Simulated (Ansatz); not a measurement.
# Selenium (P3_121, 3 atoms a cell): the PBE gap against the wavefunction cutoff

How far can the wavefunction cutoff be lowered for the gap of Selenium (P3_121, 3 atoms a cell)?

Program: Ansatz 0.2.0. Level of theory: DFT, PBE, plane waves, PAW; PAW set soft_1. Results are calculated unless marked as measured.

## (1) The starting structure

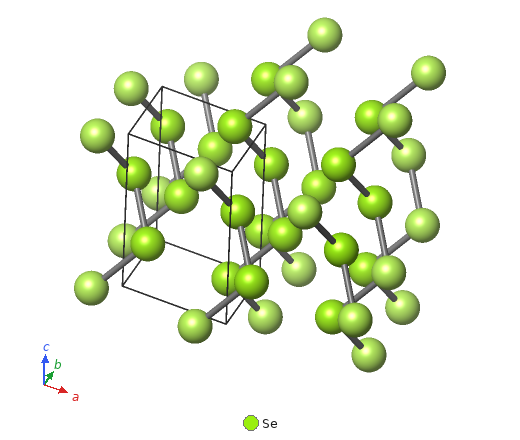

The cell as given, slightly off an axis (selenium green). 2×2×1 cells are drawn. Some periodic images of atoms are drawn too.

Structure file:

```cif
data_structure
_symmetry_space_group_name_H-M 'P3_121'
_symmetry_Int_Tables_number 152
_cell_length_a 4.3662
_cell_length_b 4.3662
_cell_length_c 4.9536
_cell_angle_alpha 90.000
_cell_angle_beta 90.000
_cell_angle_gamma 120.000
_cell_volume 81.78
loop_
_atom_site_label
_atom_site_type_symbol
_atom_site_symmetry_multiplicity
_atom_site_Wyckoff_symbol
_atom_site_fract_x
_atom_site_fract_y
_atom_site_fract_z
_atom_site_occupancy
Se1 Se 3 a 0.22540 0.00000 0.33333 1
```

The cell and positions come from the Crystallography Open Database and are kept as given unless a step says otherwise.

## (2) Wavefunction cutoff: 190 eV

Contents of input.yaml:

```yaml
crystal:
  lattice:
    - [4.3662, 0.0, 0.0]
    - [-2.1831, 3.781240118, 0.0]
    - [0.0, 0.0, 4.9536]
  atoms:
    - { symbol: Se, position: [0.2254, 0.0, 0.3333333333] }
    - { symbol: Se, position: [0.0, 0.2254, 0.6666666667] }
    - { symbol: Se, position: [0.7746, 0.7746, 0.0] }
kpoints:
  mp_grid: { grid: [6, 6, 6] }
  band_path:
    path:
      - [0.0, 0.0, 0.0]
      - [0.5, 0.0, 0.0]
      - [0.33333333, 0.33333333, 0.0]
      - [0.0, 0.0, 0.5]
      - [0.5, 0.0, 0.5]
      - [0.33333333, 0.33333333, 0.5]
      - [0.349999997, 0.299999997, 0.5]
    npoints: 1
hamiltonian:
  xc: pbe
  pseudopotentials: { kind: paw, azcp: { folder: soft_1 } }
scf:
  occupations: { method: fermi_dirac, width: 0.02 }
  n_extra_bands: 5
  max_iter: 80
output:
  eigenvalues: true
  forces: true
  stress: true
  write_density: true
  write_potential: true
  elf: true
  volumetric_format: npy
basis:
  ecutwfc: 190.0
```

Run with:

```
$ ansatz run input.yaml --threads 3 --pin off --max-ram 92160MiB --backend cuda --events-out ev --progress --plain --runs-dir out --devices 1 --max-vram 13GiB
```

Numbers of over 12 decimals in the logs are rounded to 6 here.

The program printed:

```text
Warning: basis.ecutwfc = 190 eV is below the records' recommended 420 eV, and the density's cutoff is lower with it unless basis.ecutrho_ratio is high enough to keep the records' density cutoff: compare with a run at a higher cutoff
scf.n_extra_bands = 5 over 24 filled bands (N_el = 48.0): the run solves 29 bands
GPUs: using 1 of 1 available (devices: 1).
Engine: ansatz 0.2.0, x86_64-unknown-linux-gnu
Pseudopotentials: kind: paw
Pseudopotential: Se, paw, valence charge 16, recommended cutoff 420 eV (normal), soft_1/Se.paw.azcp
Functional definition: PBE
  parameter kappa = 0.804
  parameter beta = 0.066725
  exchange = pbe_x(kappa = kappa, mu = beta*pi^2/3)
  correlation = pbe_c(beta = beta)
device memory: the entry about to start is reckoned to put 1.3 GiB on a device that reports 37.0 GiB free (of which the cap on the GPU budget leaves the run 13.0 GiB)
GPU FFT provider: cuFFT
GPU libraries: cuBLAS 13.8.2, cuFFT 12.4.0, cuSOLVER 12.3.4
Crystal: 3 atoms, lattice volume = 81.782 Å³
Basis set: ecut = 190 eV, 467 PW (Γ), exchange–correlation on 40×40×48 points (8 copies of the dense FFT grid, shifted against one another)
Bands: 29, of which v1, the nominal top of the filled ones, is band 24 counted from 1 (23 counted from 0)
Symmetry: 6 space group operations
Space group: P3121 (ITA 152), of the structure as read, at distance tolerance 4.3e-5 Å
k-points: 34 of 216 (time reversal used)
Non-local potential: Se, projectors of the file, l = 0: 2, l = 1: 2, l = 2: 3, l = 3: 1
PAW form: soft (Blöchl's): semilocal exchange-correlation on the pseudo side does not see the compensation charge
PAW one-centre angular grid: Se, 590 points (default); XC on 64 Gauss nodes
Initial density: superposition of atomic densities (chi_scale 0.1, normalization cell)
Initial wavefunctions: pseudopotential atomic-orbital guess
GPU buffer pool allocated for 9600 grid points (all kernels)
GPU transforms: local potential and band sums: pruned to the plane-wave sphere, on 20×20×24
Functional: x = pbe(κ = 0.804, μ = 0.219515), c = pbe(β = 0.066725)
iter 1 solved again at ethr=9.55e-4 eV; its pass at ethr=3.10e-3 eV (dr2=4.58e-1 eV) is discarded
SCF iter   1: F=—  HF=-16396.058366 eV  |F-HF|=—  |Δ(HF+E_count)|=         —  Δρ=3.03e-2  dr2=4.55e-1  ethr=9.55e-4  ⟨swp⟩=1.0  Hψ=4788  notcnv=0
preconditioner: auto → Resta (q_TF=auto, 2.496 Å⁻¹)  ε∞=3.7  [insulator: Δε(μ)=1.149 eV  Ē_g=10.533 eV  σ=0.020 eV  W_gap=1.00  n_scr=20 (ndim 8)  ℏωp=17.4 eV  f_vac=0.151  D(μ)=0.00/eV (n_scr^D=0)  ε∞_Penn≈3.7  vacuum switching on, ρ_ref=8.0e-3 e/Å³]
SCF iter   2: F=—  HF=-16393.313392 eV  |F-HF|=—  |Δ(HF+E_count)|=    2.74e0  Δρ=1.79e-2  dr2=2.06e-1  ethr=9.49e-4  ⟨swp⟩=2.3  Hψ=1983  notcnv=0  defer=2
SCF iter   3: F=—  HF=-16392.950310 eV  |F-HF|=—  |Δ(HF+E_count)|=   3.63e-1  Δρ=6.47e-3  dr2=3.67e-2  ethr=4.30e-4  ⟨swp⟩=2.0  Hψ=1972  notcnv=0
SCF iter   4: F=—  HF=-16392.941847 eV  |F-HF|=—  |Δ(HF+E_count)|=   8.46e-3  Δρ=7.99e-4  dr2=3.75e-4  ethr=7.64e-5  ⟨swp⟩=2.0  Hψ=1444  notcnv=0
SCF iter   5: F=—  HF=-16392.943246 eV  |F-HF|=—  |Δ(HF+E_count)|=   1.40e-3  Δρ=1.18e-4  dr2=9.68e-6  ethr=7.81e-7  ⟨swp⟩=2.0  Hψ=1292  notcnv=0
SCF iter   6: F=—  HF=-16392.943377 eV  |F-HF|=—  |Δ(HF+E_count)|=   1.31e-4  Δρ=2.67e-5  dr2=6.37e-7  ethr=2.02e-8  ⟨swp⟩=2.0  Hψ=1215  notcnv=0
SCF iter   7: F=-16392.943380 eV  HF=-16392.943380 eV  |F-HF|=4.43e-8  |Δ(HF+E_count)|=   2.31e-6  Δρ=3.31e-6  dr2=6.81e-9  ethr=2.08e-10  ⟨swp⟩=8.2  Hψ=6546  notcnv=0
SCF 1 converged in 7 iterations: F = -16392.943380 eV  dr2 = 6.81e-9
[...]
device memory: the entry about to start is reckoned to put 0.8 GiB on a device that reports 37.0 GiB free (of which the cap on the GPU budget leaves the run 13.0 GiB)
NSCF: frozen V_eff on 7 k-points
SCF converged after 7 iterations
Free energy (F): -16392.943380 eV
Harris-Foulkes:  -16392.943380 eV  (|F-HF|=4.43e-8)
Internal energy: -16392.943380 eV  (E = F + TS)
E sigma→0 (E₀):  -16392.943380 eV
Fermi energy:    6.763820 eV
--- Per-component energies (eV) ---
  E_band       = -1375.452750
  E_kinetic    = 339.730920
  E_local      = -8452.839948  (includes V_loc(G=0)·N_el)
  E_nonlocal   = -911.348305
  E_hartree    = 4402.305287
  E_xc         = -255.746677
  E_vxc        = -271.156933  (∫ρ·V_xc dr)
  E_paw        = -6533.090082  (= ΣΔE_a)
  E_vpaw       = -884.067023  (= ΣTr[D̂ρ^β])
  E_aug_tail   = -0.379921  (compensation charges beyond the density's cutoff)
  E_ewald      = -4981.574654
  E_smearing   = -0.000000  (= −TS)
  E_closure    = 0.000000  (closes the sum)
  Σ components = -16392.943380   (vs F -16392.943380, Δ=0.00e0)
--- Forces (eV/Å), atoms counted from 1 ---
  atom   1  Se     0.25552945    -0.00000000     0.00000000
  atom   2  Se    -0.12776472     0.22129499    -0.00000000
  atom   3  Se    -0.12776472    -0.22129499    -0.00000000
  max |Σ_I F_I| component: 5.55e-17 eV/Å
--- Stress (GPa, compression-positive) ---
        1.554202       0.000000      -0.000000
        0.000000       1.554202       0.000000
       -0.000000       0.000000       3.717081
  P = ⅓ Tr σ = 2.2752 GPa (22.752 kbar)
--- Band table (eV; the first three rows and the last of 34) ---
  k-point 0: bands = [... 20 lower, 2.5609, 4.2785, 4.2785, 5.8600, 8.1249, 8.1249, 8.4638, 12.5219, ... 1 higher]
  k-point 1: bands = [... 20 lower, 2.6892, 4.2967, 4.5311, 5.6630, 7.9237, 7.9332, 8.2134, 13.1363, ... 1 higher]
  k-point 2: bands = [... 20 lower, 2.8571, 4.4785, 4.9430, 5.2059, 7.5763, 7.6680, 7.7905, 13.1750, ... 1 higher]
  k-point 33: bands = [... 20 lower, 1.3901, 5.3005, 6.0398, 6.0398, 7.2595, 8.9712, 8.9712, 13.2081, ... 1 higher]
```

The job ended after 5.7 s (1 × NVIDIA H100 80GB HBM3 (shared by 6 runs) with 3 threads of AMD EPYC 7R13 (Zen 3), shared host; peak memory 0.93 GiB).

The column dr2 measures how far the density is from self-consistency, as an energy; F and HF (Harris–Foulkes) agree once it is small.

Numbers from this step:

| Quantity | Value |
| --- | --- |
| pressure | 2.275 GPa |
| gap | 0.9995 eV |
| valence top at | L |
| conduction bottom at | H |
| least direct gap | 1.183 eV |

The gap is indirect, with the least direct gap 0.18 eV higher.

## (3) Wavefunction cutoff: 290 eV

Changes to input.yaml since step 2:

```diff
@@ -25,3 +25,3 @@
 scf:
-  occupations: { method: fermi_dirac, width: 0.02 }
+  occupations: { method: fixed }
   n_extra_bands: 5
@@ -32,7 +32,3 @@
   stress: true
-  write_density: true
-  write_potential: true
-  elf: true
-  volumetric_format: npy
 basis:
-  ecutwfc: 190.0
+  ecutwfc: 290.0
```

The program printed:

```text
[...]
GPUs: using 1 of 1 available (devices: 1).
[...]
GPU FFT provider: cuFFT
GPU libraries: cuBLAS 13.8.2, cuFFT 12.4.0, cuSOLVER 12.3.4
Crystal: 3 atoms, lattice volume = 81.782 Å³
Basis set: ecut = 290 eV, 877 PW (Γ), exchange–correlation on 50×50×60 points (8 copies of the dense FFT grid, shifted against one another)
[...]
k-point 0: bands = [... 20 lower, 2.7512, 4.4656, 4.4656, 6.0968, 8.3953, 8.3953, 8.6799, 12.6830, ... 1 higher]
  k-point 1: bands = [... 20 lower, 2.9194, 4.4831, 4.7266, 5.8930, 8.1722, 8.1905, 8.4291, 13.3200, ... 1 higher]
  k-point 2: bands = [... 20 lower, 3.0824, 4.6671, 5.1544, 5.4196, 7.7950, 7.9072, 8.0016, 13.0414, ... 1 higher]
  k-point 33: bands = [... 20 lower, 1.5576, 5.5228, 6.2920, 6.2920, 7.5392, 9.2265, 9.2265, 13.1939, ... 1 higher]
[key lines of the parts left out:]
SCF converged after 7 iterations
Free energy (F): -16407.035662 eV
Fermi energy:    6.520341 eV
P = ⅓ Tr σ = 2.8785 GPa (28.785 kbar)
```

Wall time 7.4 s (1 × NVIDIA H100 80GB HBM3 (shared by 6 runs) with 3 threads); peak memory 0.93 GiB.

Numbers from this step:

```yaml
pressure: 2.878 GPa
gap: 1.019 eV
valence_top_at: L
conduction_bottom_at: H
least_direct_gap: 1.208 eV
```

The gap is 1.019 eV, +0.019 eV from the run before at this level.

## (4) Wavefunction cutoff: 420 eV (the default)

input.yaml, the sections that differ from step 3:

```yaml
kpoints:
  mp_grid: { grid: [6, 6, 6] }
  band_path:
    path:
      - [[0.0, 0.0, 0.0], [0.5, 0.0, 0.0], [0.33333333, 0.33333333, 0.0], [0.0, 0.0, 0.0], [0.0, 0.0, 0.5], [0.5, 0.0, 0.5], [0.33333333, 0.33333333, 0.5], [0.0, 0.0, 0.5]]
      - [[0.5, 0.0, 0.5], [0.5, 0.0, 0.0]]
      - [[0.33333333, 0.33333333, 0.5], [0.33333333, 0.33333333, 0.0]]
    npoints: 10
scf:
  occupations: { method: fermi_dirac, width: 0.02 }
  n_extra_bands: 5
output:
  eigenvalues: true
  forces: true
  stress: true
  write_density: true
  write_potential: true
  elf: true
  volumetric_format: npy
# crystal, hamiltonian: as in step 3
# basis: removed
```

The program printed:

```text
[...]
GPUs: using 1 of 1 available (devices: 1).
[...]
GPU FFT provider: cuFFT
GPU libraries: cuBLAS 13.8.2, cuFFT 12.4.0, cuSOLVER 12.3.4
Crystal: 3 atoms, lattice volume = 81.782 Å³
Basis set: ecut = 420 eV, 1583 PW (Γ), exchange–correlation on 60×60×72 points (8 copies of the dense FFT grid, shifted against one another)
[...]
k-point 0: bands = [... 20 lower, 2.7573, 4.4706, 4.4706, 6.1041, 8.4023, 8.4023, 8.6786, 12.6861, ... 1 higher]
  k-point 1: bands = [... 20 lower, 2.9264, 4.4884, 4.7325, 5.9002, 8.1793, 8.1964, 8.4302, 13.3239, ... 1 higher]
  k-point 2: bands = [... 20 lower, 3.0892, 4.6725, 5.1613, 5.4261, 7.8001, 7.9124, 8.0043, 13.0129, ... 1 higher]
  k-point 33: bands = [... 20 lower, 1.5635, 5.5290, 6.2983, 6.2983, 7.5496, 9.2293, 9.2293, 13.1806, ... 1 higher]
[key lines of the parts left out:]
SCF converged after 7 iterations
Free energy (F): -16407.228769 eV
Fermi energy:    7.042513 eV
P = ⅓ Tr σ = 2.7763 GPa (27.763 kbar)
```

It took 7.8 s on 1 × NVIDIA H100 80GB HBM3 (shared by 6 runs) with 3 threads; peak memory 0.97 GiB; 10 s of CPU time.

Numbers from this step:

```yaml
pressure: 2.776 GPa
gap: 1.022 eV
valence_top_at: L
conduction_bottom_at: H
least_direct_gap: 1.211 eV
```

The gap is 1.022 eV, +0.003 eV from the run before at this level.

## (5) Wavefunction cutoff: 630 eV

input.yaml, the sections that differ from step 4:

```yaml
kpoints:
  mp_grid: { grid: [6, 6, 6] }
  band_path:
    path:
      - [0.0, 0.0, 0.0]
      - [0.5, 0.0, 0.0]
      - [0.33333333, 0.33333333, 0.0]
      - [0.0, 0.0, 0.5]
      - [0.5, 0.0, 0.5]
      - [0.33333333, 0.33333333, 0.5]
      - [0.349999997, 0.299999997, 0.5]
    npoints: 1
scf:
  occupations: { method: fixed }
  n_extra_bands: 5
  max_iter: 80
output:
  eigenvalues: true
  forces: true
  stress: true
basis:
  ecutwfc: 630.0
# crystal, hamiltonian: as in step 4
```

The program printed:

```text
[...]
GPUs: using 1 of 1 available (devices: 1).
[...]
GPU FFT provider: cuFFT
GPU libraries: cuBLAS 13.8.2, cuFFT 12.4.0, cuSOLVER 12.3.4
Crystal: 3 atoms, lattice volume = 81.782 Å³
Basis set: ecut = 630 eV, 2943 PW (Γ), exchange–correlation on 72×72×90 points (8 copies of the dense FFT grid, shifted against one another)
[...]
k-point 0: bands = [... 20 lower, 2.7571, 4.4704, 4.4704, 6.1039, 8.4020, 8.4020, 8.6783, 12.6855, ... 1 higher]
  k-point 1: bands = [... 20 lower, 2.9262, 4.4882, 4.7324, 5.9000, 8.1791, 8.1963, 8.4300, 13.3233, ... 1 higher]
  k-point 2: bands = [... 20 lower, 3.0891, 4.6723, 5.1612, 5.4260, 7.7998, 7.9122, 8.0040, 13.0122, ... 1 higher]
  k-point 33: bands = [... 20 lower, 1.5634, 5.5288, 6.2981, 6.2981, 7.5494, 9.2290, 9.2290, 13.1801, ... 1 higher]
[key lines of the parts left out:]
SCF converged after 7 iterations
Free energy (F): -16407.230393 eV
Fermi energy:    6.527133 eV
P = ⅓ Tr σ = 2.7720 GPa (27.720 kbar)
```

The job ended after 7.6 s (1 × NVIDIA H100 80GB HBM3 (shared by 6 runs) with 3 threads; peak memory 0.93 GiB).

Numbers from this step:

```
pressure             : 2.772 GPa
gap                  : 1.022 eV
valence top at       : L
conduction bottom at : H
least direct gap     : 1.212 eV
```

The gap is 1.022 eV, as in the run before at this level.

## (6) The series

Differences are against the last row; a negative gap means that bands overlap, and a run with a band path holds that path's time. Times are wall times on 1 × NVIDIA H100 80GB HBM3 (shared by 6 runs) with 3 threads of AMD EPYC 7R13 (Zen 3), shared host, good to a factor of about two.

```tsv
wavefunction cutoff	gap (eV)	direct gap (eV)	gap error (eV)	energy error (meV/atom)	irreducible k	time
190 eV	1.000	1.183	−0.023	+4762.3	34	5.7 s
290 eV	1.019	1.208	−0.003	+64.9	34	7.4 s
420 eV	1.022	1.211	−0.0001	+0.5	34	7.8 s
630 eV	1.022	1.212	+0.000	+0.0	34	7.6 s
```

## (7) Summary of results

```
190 eV : 1.000 eV
290 eV : 1.019 eV
420 eV : 1.022 eV
630 eV : 1.022 eV
```

What this shows: The gap holds to 0.02 eV from 290 eV on. At 190 eV the gap is off by −0.023 eV and the energy by +4762 meV/atom.

[Paths, hosts, dates, memory and timing lines, banners, echoed tables and standing remarks are left out of the program output.]

[Logs are printed without paths, hosts, clocks, repeated set-up lines and the standing remarks that a program may print on its own settings, such as how far it seeks lower states.]

[Runs of the session that timed out or met a known fault of the program may be left out.]

[Cells called generated may have been cut or substituted from an entry of the Crystallography Open Database or the Materials Project.]

[Hosts, paths, dates, database ids (printed as entryN), source tags and the programs' standing remarks are cut or masked in the printed files.]
